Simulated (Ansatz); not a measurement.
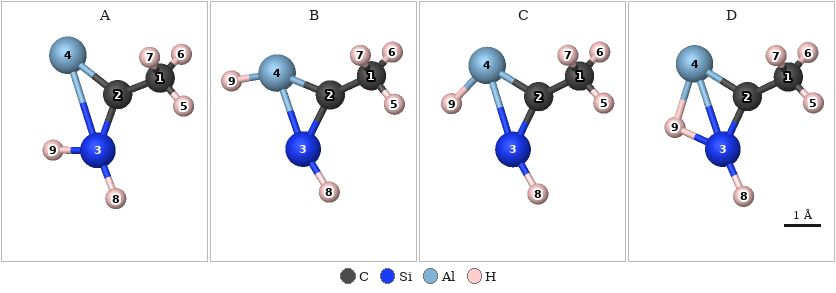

4 geometries from a converged minimum-energy path of C$_{2}$H$_{5}$AlSi, shuffled. Style: ball-and-stick. Shown at a tilt.

Method: UKS PBE0-D4/cc-pVDZ (Ansatz). Settings: 9 movable images; climbing image; force threshold 0.03 eV/Å; iteration limit 27; starting path through a guess of the saddle point.

One of them is the converged climbing image. Which?

Answer. C. In order along the path, whose images run from 0 to 10: B (image 3, +0.71 eV), C (image 5, +1.35 eV), D (image 7, +0.58 eV), A (image 9, −0.04 eV). Breaking: Al4–H9 (1.59 → 1.62 at the top → 3.10 Å), Si3–Al4 (2.28 → 2.55 at the top → 3.02 Å). Forming: Si3–H9 (3.79 → 2.45 at the top → 1.50 Å).
